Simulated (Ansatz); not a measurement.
**Al10P10 zinc blende bond sphere (Al10P10H30): inputs that go wrong**

2 inputs were typed for Al10P10 zinc blende bond sphere (Al10P10H30). Each is run as it stands; the log then has to tell whether the result can be used.

Program: Ansatz 0.2.0, Gaussian basis. Level of theory: the settings change from run to run. These are calculated values, not measurements.

**1. The molecule**

The structure was relaxed beforehand with r2SCAN-D4/def2-SVP.

50 atoms, charge 0, spin multiplicity 1.

Atoms are counted from 1 here; the program's logs count them from 0.

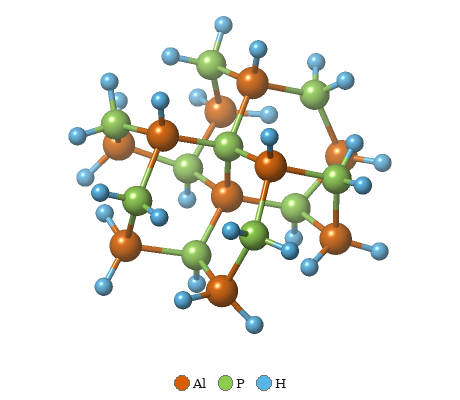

The structure; aluminium orange, phosphorus green, hydrogen blue.

Geometry (Å):

```
Al   -1.98172   -2.22152   -0.59541
Al   -2.44691    1.15807   -3.50235
Al   -2.24686    0.58996    1.95838
Al   -1.99995    3.64062   -0.67057
Al    0.66371   -2.05299   -3.60959
Al    0.60718   -1.96935    2.21673
Al    3.48303   -2.45943   -1.17606
Al    0.67937    0.69256   -0.68639
Al    1.13798    3.45318    2.51684
Al    3.62745    0.68982    1.99644
P    -3.03209   -0.98540   -2.40526
P    -0.41940   -3.47692   -1.92958
P    -0.69110   -0.68618    0.68730
P    -0.76868    2.04796   -1.99033
P    -3.45330    1.97881    0.40113
P    -1.02412    2.37424    3.06069
P     1.96980   -0.76984   -2.04301
P     2.41948   -3.02539    0.98825
P     1.97968   -0.41652    3.44392
P     2.01557    2.00012    0.77943
H    -3.04138   -3.06697    0.23108
H    -1.91094    0.89119   -4.97022
H    -3.76821    2.01430   -3.22086
H    -3.13560   -0.24321    2.97592
H    -2.81048    4.67850   -1.55895
H    -1.19497    4.09388    0.63612
H    -0.65336   -1.28240   -4.08961
H     1.57142   -2.87353   -4.62161
H    -0.21268   -3.01844    3.08099
H     3.15682   -3.77777   -2.02132
H     4.96748   -1.95426   -0.94275
H     0.89699    4.95248    2.06174
H     1.98596    3.09194    3.82445
H     4.09415   -0.60311    1.17840
H     4.65562    1.58593    2.80991
H    -3.25727   -1.95435   -3.41942
H    -4.38133   -0.86373   -1.96525
H    -1.18010   -4.49979   -2.55586
H     0.42155   -4.29243   -1.12974
H     0.10197    2.83692   -2.79528
H    -4.28820    1.22064   -0.45914
H    -4.46155    2.61758    1.17070
H    -1.98907    3.39562    3.27191
H    -0.93429    1.92209    4.40824
H     2.76280    0.08594   -2.85943
H     2.01065   -4.38691    0.90330
H     3.44383   -3.20020    1.95691
H     2.62613   -1.19210    4.44219
H     1.21399    0.42458    4.29099
H     2.79091    2.83582   -0.07399
```

**2. Attempt 1**

Contents of in.yaml:

```yaml
crystal:
  periodic: [false, false, false]
  atoms:
    - {symbol: Al, position_ang: [-1.981725, -2.221523, -0.595406]}
    - {symbol: Al, position_ang: [-2.446906, 1.158070, -3.502348]}
    - {symbol: Al, position_ang: [-2.246858, 0.589959, 1.958379]}
    - {symbol: Al, position_ang: [-1.999948, 3.640622, -0.670572]}
    - {symbol: Al, position_ang: [0.663707, -2.052992, -3.609585]}
    - {symbol: Al, position_ang: [0.607178, -1.969355, 2.216731]}
    - {symbol: Al, position_ang: [3.483031, -2.459434, -1.176056]}
    - {symbol: Al, position_ang: [0.679369, 0.692563, -0.686386]}
    - {symbol: Al, position_ang: [1.137979, 3.453180, 2.516843]}
    - {symbol: Al, position_ang: [3.627454, 0.689817, 1.996436]}
    - {symbol: P, position_ang: [-3.032090, -0.985395, -2.405263]}
    - {symbol: P, position_ang: [-0.419396, -3.476920, -1.929575]}
    - {symbol: P, position_ang: [-0.691101, -0.686183, 0.687302]}
    - {symbol: P, position_ang: [-0.768685, 2.047958, -1.990335]}
    - {symbol: P, position_ang: [-3.453300, 1.978813, 0.401133]}
    - {symbol: P, position_ang: [-1.024119, 2.374239, 3.060692]}
    - {symbol: P, position_ang: [1.969802, -0.769836, -2.043011]}
    - {symbol: P, position_ang: [2.419485, -3.025390, 0.988252]}
    - {symbol: P, position_ang: [1.979679, -0.416525, 3.443920]}
    - {symbol: P, position_ang: [2.015573, 2.000116, 0.779428]}
    - {symbol: H, position_ang: [-3.041380, -3.066973, 0.231084]}
    - {symbol: H, position_ang: [-1.910943, 0.891185, -4.970223]}
    - {symbol: H, position_ang: [-3.768208, 2.014301, -3.220859]}
    - {symbol: H, position_ang: [-3.135600, -0.243211, 2.975919]}
    - {symbol: H, position_ang: [-2.810478, 4.678501, -1.558945]}
    - {symbol: H, position_ang: [-1.194966, 4.093876, 0.636119]}
    - {symbol: H, position_ang: [-0.653356, -1.282397, -4.089614]}
    - {symbol: H, position_ang: [1.571419, -2.873531, -4.621607]}
    - {symbol: H, position_ang: [-0.212680, -3.018439, 3.080985]}
    - {symbol: H, position_ang: [3.156820, -3.777767, -2.021320]}
    - {symbol: H, position_ang: [4.967485, -1.954258, -0.942747]}
    - {symbol: H, position_ang: [0.896990, 4.952480, 2.061742]}
    - {symbol: H, position_ang: [1.985958, 3.091944, 3.824455]}
    - {symbol: H, position_ang: [4.094155, -0.603105, 1.178399]}
    - {symbol: H, position_ang: [4.655624, 1.585926, 2.809906]}
    - {symbol: H, position_ang: [-3.257267, -1.954353, -3.419422]}
    - {symbol: H, position_ang: [-4.381326, -0.863727, -1.965253]}
    - {symbol: H, position_ang: [-1.180102, -4.499792, -2.555862]}
    - {symbol: H, position_ang: [0.421554, -4.292426, -1.129741]}
    - {symbol: H, position_ang: [0.101965, 2.836922, -2.795282]}
    - {symbol: H, position_ang: [-4.288197, 1.220645, -0.459138]}
    - {symbol: H, position_ang: [-4.461555, 2.617584, 1.170700]}
    - {symbol: H, position_ang: [-1.989069, 3.395618, 3.271915]}
    - {symbol: H, position_ang: [-0.934295, 1.922090, 4.408242]}
    - {symbol: H, position_ang: [2.762803, 0.085944, -2.859433]}
    - {symbol: H, position_ang: [2.010652, -4.386914, 0.903296]}
    - {symbol: H, position_ang: [3.443830, -3.200202, 1.956907]}
    - {symbol: H, position_ang: [2.626130, -1.192101, 4.442193]}
    - {symbol: H, position_ang: [1.213992, 0.424583, 4.290993]}
    - {symbol: H, position_ang: [2.790911, 2.835822, -0.073986]}
basis:
  gaussian: {orbitals: cc-pVDZ, fitting: {mean_field: def2-universal-jkfit}}
hamiltonian: {xc: {name: HF}}
correlation: {method: mp2, frozen_orbitals: {Al: 0}}
scf: {omitted_lower_state_checks: [starts]}
output: {forces: true}
```

The run is started by

```sh
$ ansatz run in.yaml --threads 2 --pin off --events-out ev --progress --plain --max-ram 22528MiB --backend cuda --devices 0, --max-vram 18GiB
```

Standard output:

```text
Functional definition: HF
  name "HF"
  cite "Fock, Z. Phys. 61, 126 (1930) doi:10.1007/BF01340294"
  parent pbe
  exchange = exact_x
  correlation = 0
these checks for a lower state are left out or cut short: starts
Error: "frozen_orbitals" has no count for P
```

Run time: 1.5 s. Hardware: 1 × H100 (card shared with other runs) with 2 threads of AMD EPYC 7R13, shared host; peak host memory 0.75 GiB.

**Diagnosis.** Refused before any calculation. Frozen orbitals are typed for one element alone, and the program wants a count for each. Fix: leave frozen_orbitals out, or give every element a count that its core really has.

**3. Attempt 2**

Contents of in.yaml:

```yaml
crystal:
  periodic: [false, false, false]
  atoms:
    - {symbol: Al, position_ang: [-2.039673, -2.193761, -0.643381]}
    - {symbol: Al, position_ang: [-2.448769, 1.244871, -3.520260]}
    - {symbol: Al, position_ang: [-2.286074, 0.621815, 2.037102]}
    - {symbol: Al, position_ang: [-2.184957, 3.800405, -0.637065]}
    - {symbol: Al, position_ang: [0.702115, -2.202885, -3.616953]}
    - {symbol: Al, position_ang: [0.613571, -2.020142, 2.101390]}
    - {symbol: Al, position_ang: [3.514909, -2.562309, -1.201634]}
    - {symbol: Al, position_ang: [0.626181, 0.830606, -0.770560]}
    - {symbol: Al, position_ang: [1.080809, 3.340307, 2.400642]}
    - {symbol: Al, position_ang: [3.695556, 0.597445, 2.057384]}
    - {symbol: P, position_ang: [-2.890682, -0.992846, -2.335405]}
    - {symbol: P, position_ang: [-0.362116, -3.527156, -2.004712]}
    - {symbol: P, position_ang: [-0.686643, -0.848749, 0.516127]}
    - {symbol: P, position_ang: [-0.746852, 2.032340, -1.936476]}
    - {symbol: P, position_ang: [-3.405000, 2.026245, 0.443818]}
    - {symbol: P, position_ang: [-0.909351, 2.432825, 2.942833]}
    - {symbol: P, position_ang: [2.220373, -0.675117, -2.012640]}
    - {symbol: P, position_ang: [2.495165, -3.028141, 1.006420]}
    - {symbol: P, position_ang: [2.188933, -0.464095, 3.527288]}
    - {symbol: P, position_ang: [2.203916, 2.094273, 0.773912]}
    - {symbol: H, position_ang: [-2.964589, -3.085873, 0.232474]}
    - {symbol: H, position_ang: [-1.956374, 0.894137, -4.951328]}
    - {symbol: H, position_ang: [-3.697862, 2.045978, -3.174646]}
    - {symbol: H, position_ang: [-3.097070, -0.257532, 3.096674]}
    - {symbol: H, position_ang: [-2.643915, 4.693329, -1.513363]}
    - {symbol: H, position_ang: [-1.181343, 4.077535, 0.625329]}
    - {symbol: H, position_ang: [-0.738414, -1.395162, -3.988458]}
    - {symbol: H, position_ang: [1.686096, -3.076172, -4.663668]}
    - {symbol: H, position_ang: [-0.126673, -3.057932, 3.082729]}
    - {symbol: H, position_ang: [3.150081, -3.708918, -2.043288]}
    - {symbol: H, position_ang: [5.020832, -2.146176, -0.888563]}
    - {symbol: H, position_ang: [1.005919, 5.043898, 2.048490]}
    - {symbol: H, position_ang: [1.864859, 3.125192, 3.888661]}
    - {symbol: H, position_ang: [4.002820, -0.658970, 1.211724]}
    - {symbol: H, position_ang: [4.730753, 1.554199, 2.900237]}
    - {symbol: H, position_ang: [-3.213907, -1.964898, -3.373586]}
    - {symbol: H, position_ang: [-4.325210, -0.720090, -1.984609]}
    - {symbol: H, position_ang: [-1.266160, -4.542008, -2.667392]}
    - {symbol: H, position_ang: [0.505170, -4.219975, -1.104572]}
    - {symbol: H, position_ang: [0.085005, 2.948780, -2.768798]}
    - {symbol: H, position_ang: [-4.224602, 1.262157, -0.345910]}
    - {symbol: H, position_ang: [-4.469131, 2.637721, 1.104857]}
    - {symbol: H, position_ang: [-1.931845, 3.257155, 3.475919]}
    - {symbol: H, position_ang: [-0.984145, 1.771975, 4.393480]}
    - {symbol: H, position_ang: [2.920161, 0.153633, -2.821396]}
    - {symbol: H, position_ang: [2.146755, -4.488532, 0.915941]}
    - {symbol: H, position_ang: [3.563059, -3.227692, 2.076291]}
    - {symbol: H, position_ang: [2.613861, -1.182346, 4.510035]}
    - {symbol: H, position_ang: [1.221025, 0.388752, 4.181786]}
    - {symbol: H, position_ang: [2.675706, 2.906274, -0.129689]}
basis:
  gaussian: {orbitals: 6-31G, final_grid: {core_spheres: 1, valence_spheres: 1, degree: 3}}
hamiltonian: {xc: {name: PBE}}
scf: {omitted_lower_state_checks: [starts]}
output: {forces: true}
```

Same command.

Standard output, shortened:

```text
Functional definition: PBE
  name "PBE"
  cite "Perdew, Burke & Ernzerhof, Phys. Rev. Lett. 77, 3865 (1996) doi:10.1103/PhysRevLett.77.3865"
  parent pbe
[...]
4830 factors; their error is unknown
[...]
mean field -159177.80546478 eV, -5849.6764562390 hartree, gradient 2.1e-5 eV, S^2 0.000000; 0 other end points of the search recorded, 0 dependent functions left out
[...]
reference -159177.80580849 eV, -5849.6764688702 hartree; 155, 155 occupied and 165, 165 virtual orbitals, 4830 factors
Total energy: -159177.80580849 eV, -5849.6764688702 hartree
Atom 0 at    -2.039673    -2.193761    -0.643381 Å, force    -1.288543    -1.779453     2.339193 eV/Å
Atom 1 at    -2.448769     1.244871    -3.520260 Å, force    -3.473020    -1.776833     0.773610 eV/Å
Atom 2 at    -2.286074     0.621815     2.037102 Å, force    13.671568    -1.379969   -11.428039 eV/Å
[...]
Atom 41 at    -4.469131     2.637721     1.104857 Å, force    -0.456080     2.891269     0.300603 eV/Å
Atom 42 at    -1.931845     3.257155     3.475919 Å, force    -0.125454     2.717549     1.709045 eV/Å
Atom 43 at    -0.984145     1.771975     4.393480 Å, force    -1.054451    -0.090234    -1.186917 eV/Å
Atom 44 at     2.920161     0.153633    -2.821396 Å, force     9.339898    10.820963    -9.915792 eV/Å
Atom 45 at     2.146755    -4.488532     0.915941 Å, force     0.681081    -0.620960    -0.032344 eV/Å
Atom 46 at     3.563059    -3.227692     2.076291 Å, force    -1.936766     2.078986    -1.786563 eV/Å
Atom 47 at     2.613861    -1.182346     4.510035 Å, force     2.957225    -1.451692     5.197758 eV/Å
Atom 48 at     1.221025     0.388752     4.181786 Å, force     1.244780     3.256306    -0.706265 eV/Å
Atom 49 at     2.675706     2.906274    -0.129689 Å, force     5.360997    11.164821   -11.938205 eV/Å
Dipole moment:    -1.323790    -2.217291    -0.338489 e Å
Checks for a lower state left out: starts
```

It took 16 s on 1 × H100 (card shared with other runs) with 2 threads of AMD EPYC 7R13, shared host; peak host memory 1.5 GiB.

**Diagnosis.** It ended without an error, which proves nothing about the input. The integration grid is far too coarse. Its coordinates are also moved off the relaxed structure. Its energy carries the error of the grid. Cure: drop final_grid and take the default grid.

**4. Summary**

```csv
attempt,level,ended,cause,time
1,MP2/cc-pVDZ,refused,"frozen orbitals are typed for one element alone, and the program wants a count for each",1.5 s
2,PBE/6-31G,converged,the integration grid is far too coarse,16 s
```

In words: 1 refused, 1 converged. A refusal costs next to no computing time. The dangerous case is the input that converges on a wrong geometry, charge, spin, basis or grid: often only a look at the input shows it.
